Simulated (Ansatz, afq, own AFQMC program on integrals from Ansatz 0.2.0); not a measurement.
# AlGaH2 (triplet): AFQMC on the coupled-cluster ladder at scale of all distances = 1.000, cc-pVDZ, part 2 of 2

Ansatz 0.2.0, Gaussian basis, and an in-house AFQMC program (afq) on its integrals; all values are calculated; cc-pVDZ, frozen cores. The steps go on from the part before.

## Step 9: CCSDT(Q) on UHF

Input file in.yaml:

```yaml
crystal:
  periodic: [false, false, false]
  atoms:
    - {symbol: Al, position_ang: [0.000000, 0.000000, 1.818997]}
    - {symbol: Ga, position_ang: [0.000000, 0.000000, -0.664806]}
    - {symbol: H, position_ang: [0.000000, 1.407254, -1.352806]}
    - {symbol: H, position_ang: [0.000000, -1.407254, -1.352806]}
basis:
  gaussian: {orbitals: cc-pVDZ}
magnetization: {spin_polarized: true, initial_magnetization: 2}
correlation: {method: ccsdt_q, electrons: outside_noble_gas}
```

The run is started by

```sh
$ ansatz run in.yaml --threads 1 --pin off --events-out ev --progress --plain --max-ram 1382MiB
```

Output, shortened:

```text
Functional definition: HF
  name "HF"
  cite "Fock, Z. Phys. 61, 126 (1930) doi:10.1007/BF01340294"
  parent pbe
[...]
1077 factors; integrals over basis functions are off by at most 1.9e-7 eV
[...]
mean field -58946.22587734 eV, -2166.2338458053 hartree, gradient 2.5e-6 eV, S^2 2.016012; 11 other end points of the search recorded, 0 dependent functions left out
determinant -58946.22587734 eV, -2166.2338458053 hartree, with singles and doubles -58949.79209602 eV, -2166.3649019244 hartree
determinant -58945.65109105 eV, -2166.2127227989 hartree, with singles and doubles -58949.03245578 eV, -2166.3369856604 hartree
determinant -58944.37403903 eV, -2166.1657920026 hartree, with singles and doubles -58947.90741024 eV, -2166.2956409997 hartree
determinant -58943.40663761 eV, -2166.1302406563 hartree, with singles and doubles -58947.23907955 eV, -2166.2710802999 hartree
determinant -58942.95851272 eV, -2166.1137723702 hartree, with singles and doubles -58946.54441269 eV, -2166.2455517634 hartree
19 core orbitals not correlated: weight in the atoms' cores, before any rotation towards them, 0.999 or more for the frozen orbitals, at most 0.001 for the correlated occupied ones
reference -58946.22587734 eV, -2166.2338458053 hartree; 5, 3 occupied and 31, 33 virtual orbitals, 1077 factors
second order -2.68772148 eV of doubles, -0.00000000 eV of singles
cycle   1  -3.28066661 eV  change   -5.9e-1 eV  update   8.1e-2
[...]
cycle  16  -3.71182065 eV  change    6.5e-7 eV  update   5.3e-7
perturbative correction -0.00552915 eV, -0.0002031925 hartree
Total energy: -58949.94322714 eV, -2166.3704558906 hartree
```

Wall time 28 s (1 thread of Arm Neoverse N1, shared host).

From the report: ⟨S²⟩ of the determinant 2.016 (pure triplet: 2.00); correlation -3.7173 eV; T1 0.033; largest double amplitude 0.10.

## Step 10: Phaseless AFQMC, CISD trial on UHF

It reads the integrals that the CCSD(T) run on this determinant wrote.

The run is started by

```sh
$ afq ham --method phaseless --trial cisd --walkers 60 --populations 1 --least-time 40 --time-step 0.005 --steps-per-block 50 --equilibration-blocks 28 --max-blocks 300 --target-error 0.00034 --factor-cut 1e-05 --start spin_pure --seed 9567 --release-times 0.24,0.51,0.99,1.62,2.4 --release-step 0.03 --release-every 4 --taylor-order 6
```

Output:

```text
orbitals 36  electrons 5 3  factors 287 of 590
reference energy -2166.23384148 Eh
CCSD correlation -0.13106612 Eh in 12 cycles, weight of the determinant in the CISD state 0.8768
energy of the start -2166.364642 Eh
 block  time / (1/Eh)  mean weight  energy / Eh
     1     0.250  0.9996  -2166.363446
     2     0.500  1.0020  -2166.363490
     3     0.750  0.9996  -2166.364116
     4     1.000  1.0009  -2166.364914
     5     1.250  0.9992  -2166.365095
     6     1.500  0.9996  -2166.365250
     7     1.750  1.0018  -2166.365077
     8     2.000  0.9998  -2166.364912
     9     2.250  0.9990  -2166.365483
    10     2.500  1.0001  -2166.366815
    13     3.250  1.0005  -2166.368951
    17     4.250  0.9991  -2166.368731
    21     5.250  1.0010  -2166.367339
    25     6.250  0.9989  -2166.371675
    29     7.250  1.0004  -2166.367979
    33     8.250  1.0002  -2166.366208
    37     9.250  1.0005  -2166.367690
    41    10.250  0.9997  -2166.369836
    45    11.250  1.0010  -2166.366366
    49    12.250  1.0013  -2166.370459
    53    13.250  1.0005  -2166.368072
    57    14.250  1.0006  -2166.368661
    61    15.250  1.0004  -2166.371545
    65    16.250  1.0003  -2166.370200
    69    17.250  0.9988  -2166.370732
    73    18.250  1.0000  -2166.369087
    77    19.250  1.0014  -2166.367611
    81    20.250  1.0001  -2166.369464
    85    21.250  0.9990  -2166.367750
    89    22.250  0.9992  -2166.370940
    93    23.250  0.9988  -2166.368935
    97    24.250  1.0012  -2166.366523
   101    25.250  0.9993  -2166.368832
   105    26.250  1.0003  -2166.367614
   109    27.250  0.9992  -2166.368282
   113    28.250  1.0003  -2166.371089
   117    29.250  0.9995  -2166.371536
   121    30.250  0.9984  -2166.372335
   125    31.250  1.0011  -2166.372070
   129    32.250  1.0001  -2166.371297
   133    33.250  1.0012  -2166.368323
   137    34.250  0.9998  -2166.368176
   141    35.250  1.0000  -2166.367215
   145    36.250  0.9995  -2166.369361
   149    37.250  1.0009  -2166.369833
   153    38.250  0.9995  -2166.370002
   157    39.250  0.9993  -2166.369727
   161    40.250  1.0003  -2166.369708
   165    41.250  0.9988  -2166.372678
   169    42.250  1.0005  -2166.369950
   173    43.250  1.0008  -2166.369412
   177    44.250  1.0005  -2166.372941
   181    45.250  1.0001  -2166.369174
   185    46.250  1.0010  -2166.372555
blocks merged  error / Eh  count
     1  0.000149  160
     2  0.000189  80
     4  0.000245  40
     8  0.000309  20
    16  0.000374  10
released: time / (1/Eh)  energy / Eh  error  mean overlap
  0.24  -2166.369936  0.000272  0.9987
  0.51  -2166.369885  0.000310  1.0130
  0.99  -2166.370115  0.000314  1.0139
  1.62  -2166.370150  0.000259  1.0354
  2.40  -2166.370262  0.000275  1.0383
energy -2166.369762 +/- 0.000309 Eh
```

It took 5.8 min on 1 thread of Arm Neoverse N1, shared host.

Energy -58949.9243 ± 0.0084 eV. The run doesn't count as converged. Caveats: constraint bias not in the error; error not settled; halves of the run differ. The error still grows with block length (0.0067 to 0.0102 eV), so the bar may be too small.

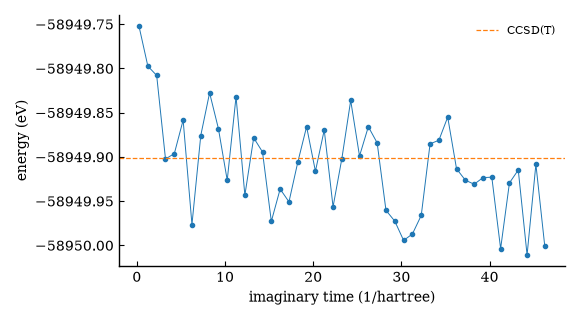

Block energies along the walk.

## Step 11: Phaseless AFQMC, single-determinant trial on UHF

It reads the integrals that the CCSD(T) run on this determinant wrote.

The run is started by

```sh
$ afq ham --method phaseless --trial hf --walkers 120 --populations 1 --least-time 40 --time-step 0.005 --steps-per-block 20 --equilibration-blocks 112 --max-blocks 600 --target-error 0.00102 --factor-cut 1e-05 --start spin_pure --seed 8250 --taylor-order 6
```

Output:

```text
orbitals 36  electrons 5 3  factors 287 of 590
reference energy -2166.23384148 Eh
CCSD correlation -0.13106612 Eh in 12 cycles, weight of the determinant in the CISD state 0.8768
energy of the start -2166.233991 Eh
 block  time / (1/Eh)  mean weight  energy / Eh
     1     0.100  1.0008  -2166.251452
     2     0.200  1.0006  -2166.264110
     3     0.300  1.0001  -2166.278257
     4     0.400  1.0001  -2166.286164
     5     0.500  1.0005  -2166.295296
     6     0.600  1.0018  -2166.301712
     7     0.700  1.0000  -2166.306738
     8     0.800  1.0010  -2166.314785
     9     0.900  0.9999  -2166.325445
    10     1.000  1.0006  -2166.328301
    15     1.500  1.0005  -2166.335889
    29     2.900  0.9996  -2166.353830
    43     4.300  1.0006  -2166.365274
    57     5.700  1.0014  -2166.385712
    71     7.100  1.0000  -2166.369209
    85     8.500  1.0012  -2166.380702
    99     9.900  1.0000  -2166.369571
   113    11.300  1.0009  -2166.378892
   127    12.700  0.9997  -2166.369990
   141    14.100  1.0008  -2166.365970
   155    15.500  0.9997  -2166.359380
   169    16.900  0.9998  -2166.368159
   183    18.300  0.9991  -2166.367103
   197    19.700  1.0001  -2166.369066
   211    21.100  1.0001  -2166.357000
   225    22.500  1.0005  -2166.373537
   239    23.900  0.9995  -2166.375107
   253    25.300  0.9999  -2166.399443
   267    26.700  1.0001  -2166.357711
   281    28.100  1.0010  -2166.373165
   295    29.500  0.9999  -2166.371119
   309    30.900  0.9998  -2166.374315
   323    32.300  1.0000  -2166.359096
   337    33.700  0.9997  -2166.380671
   351    35.100  1.0004  -2166.362041
   365    36.500  0.9989  -2166.368516
   379    37.900  1.0006  -2166.361641
   393    39.300  1.0007  -2166.362476
   407    40.700  0.9986  -2166.354411
   421    42.100  0.9981  -2166.354306
   435    43.500  1.0000  -2166.362430
   449    44.900  1.0005  -2166.365518
   463    46.300  1.0005  -2166.360048
   477    47.700  1.0008  -2166.374468
   491    49.100  1.0005  -2166.368025
   505    50.500  1.0007  -2166.381051
   519    51.900  0.9994  -2166.370860
   533    53.300  0.9982  -2166.373033
   547    54.700  0.9998  -2166.358212
   561    56.100  1.0003  -2166.375657
blocks merged  error / Eh  count
     1  0.000386  450
     2  0.000511  225
     4  0.000685  112
     8  0.000886  56
    16  0.001009  28
    32  0.001245  14
energy -2166.367516 +/- 0.001009 Eh
```

Wall time 5.1 min (1 thread of Arm Neoverse N1, shared host).

Energy -58949.8632 ± 0.0274 eV. Caveats: constraint bias not in the error. The error still grows with block length (0.0241 to 0.0339 eV), so the bar may be too small.

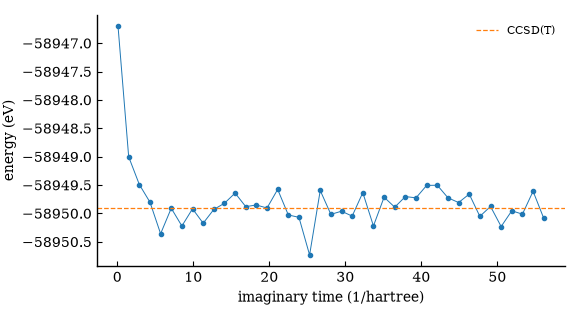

Block energies along the walk.

## Step 12: Free-projection AFQMC, CISD trial on UHF

It reads the integrals that the CCSD(T) run on this determinant wrote.

The run is started by

```sh
$ afq ham --method free --trial cisd --walkers 60 --time-step 0.03 --max-blocks 80 --target-error 0.00034 --factor-cut 1e-05 --seed 1045 --times 0,0.3,0.6,1.2,1.8,2.4,3.6,4.8,6 --taylor-order 8
```

Output:

```text
orbitals 36  electrons 5 3  factors 287 of 590
reference energy -2166.23384148 Eh
CCSD correlation -0.13106612 Eh in 12 cycles, weight of the determinant in the CISD state 0.8768
repeat  energy at the last time / Eh  error
    10  -2166.371072  0.000780
    20  -2166.370912  0.000592
    30  -2166.370275  0.000573
    40  -2166.370278  0.000491
    50  -2166.370355  0.000434
    60  -2166.370388  0.000381
    70  -2166.370438  0.000336
time / (1/Eh)  energy / Eh  error  mean overlap
  0.00  -2166.364863  0.000071  1.1401
  0.30  -2166.366767  0.000092  1.1428
  0.60  -2166.368140  0.000104  1.1264
  1.20  -2166.369224  0.000132  1.1186
  1.80  -2166.369657  0.000161  1.1258
  2.40  -2166.369738  0.000133  1.1438
  3.60  -2166.370038  0.000200  1.1472
  4.80  -2166.370091  0.000253  1.1524
  6.00  -2166.370488  0.000335  1.1666
energy -2166.370488 +/- 0.000335 Eh
```

It took 6.8 min on 1 thread of Arm Neoverse N1, shared host.

Energy -58949.9441 ± 0.0091 eV. Caveats: remainder of the start not in the error.

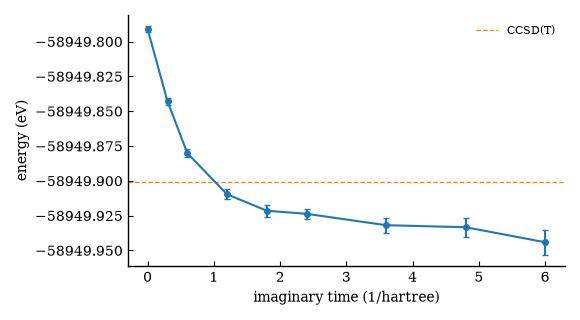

Energy against projection time, with error bars.

## Step 13: AFQMC on the ladder

On the UHF determinant, counted from CCSDT(Q) (a yardstick, not exact):

```
                                                             level  energy (eV)  from CCSDT(Q) (kcal/mol)  statistical error (kcal/mol)     time
                                                                HF  -58946.2258                    +85.73                                       
                                                               MP2  -58948.9134                    +23.75                                       
                                                              CCSD  -58949.7922                     +3.48                                       
                                                           CCSD(T)  -58949.9009                     +0.98                                       
                                                          CCSDT(Q)  -58949.9432                      0.00                                       
Phaseless AFQMC, single-determinant trial, step 0.005, 120 walkers  -58949.8632                     +1.85                          0.63  5.1 min
          Free-projection AFQMC, CISD trial, step 0.03, 60 walkers  -58949.9441                     -0.02                          0.21  6.8 min
```

The functionals' totals stand on their own zeros and serve differences with other points: PBE -58992.563 eV; r2SCAN -59003.205 eV; PBE0 -58994.328 eV; B3LYP -59006.289 eV; wB97M-V -59000.702 eV; B2PLYP -58989.486 eV.

## Step 14: Outcome

This closing draws on all 2 parts.

```
                                                      quantity                  value
                                  CCSD(T) on UHF from CCSDT(Q)         +0.98 kcal/mol
Phaseless AFQMC, single-determinant trial on UHF from CCSDT(Q)  +1.85 ± 0.63 kcal/mol
        Free-projection AFQMC, CISD trial on UHF from CCSDT(Q)  -0.02 ± 0.21 kcal/mol
```

Free projection has no constraint; at the last time it gives -0.02 ± 0.21 kcal/mol, and from a start that isn't spin pure other spins can mix in. Error bars are statistical and leave out the constraint, the time step and what remains of the start.
